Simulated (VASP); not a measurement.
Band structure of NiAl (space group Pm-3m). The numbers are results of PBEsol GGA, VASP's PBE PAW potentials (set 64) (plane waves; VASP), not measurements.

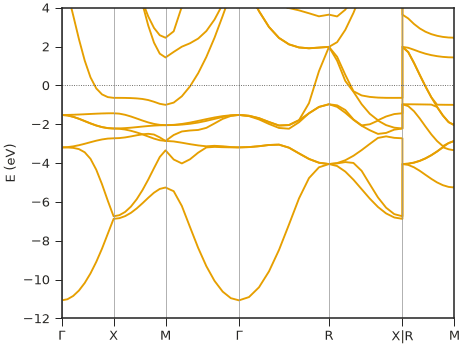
Figure. Bands along high-symmetry lines, zero at the valence-band maximum or, without a gap, the Fermi level

Question: Read the plot: is there a gap, and where are the band edges?

Answer: It has no gap at this level: it comes out as a metal or semimetal.

The structure is a typed NiAl crystal. The cell was not relaxed at this level. The run is not spin-polarised, so no magnetic state was tried. The electron count is odd and the run is not spin-polarised, which forces a metal.
